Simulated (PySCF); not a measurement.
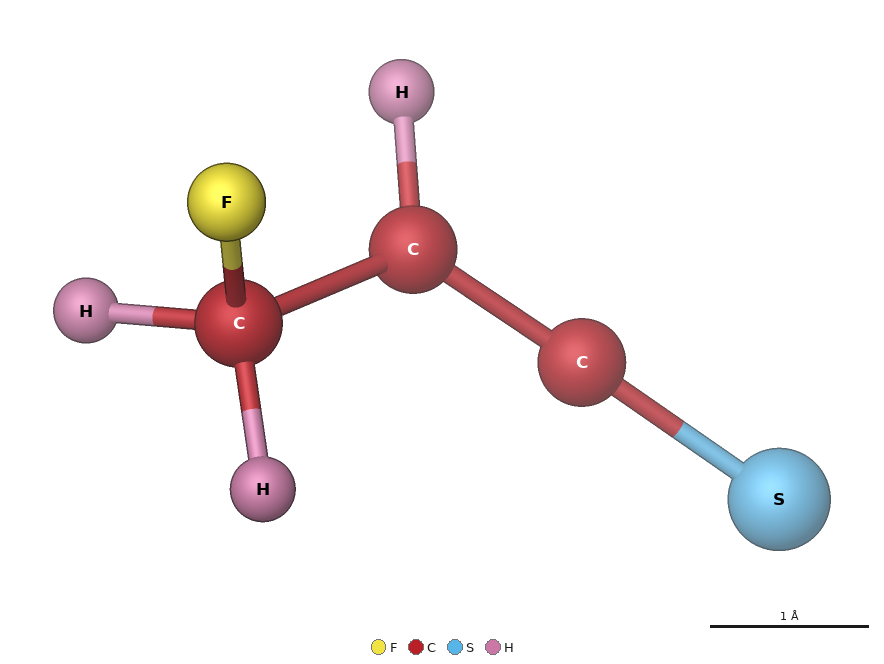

Depth is shown by fading: the farther an atom, the more it takes the colour of the background. Computed geometry: PBE0-D3(BJ)/def2-SVP optimisation. No frequency run is at hand to confirm it as a minimum. Masses are those of the most abundant isotopes; constants are for the rigid equilibrium geometry.

Classify the rotor and give the rotational constants (cm⁻¹).

Answer. An asymmetric top (C1): A = 0.635, B = 0.0501, C = 0.0490 cm⁻¹. Ray's parameter κ is −1.00, close to the prolate limit.
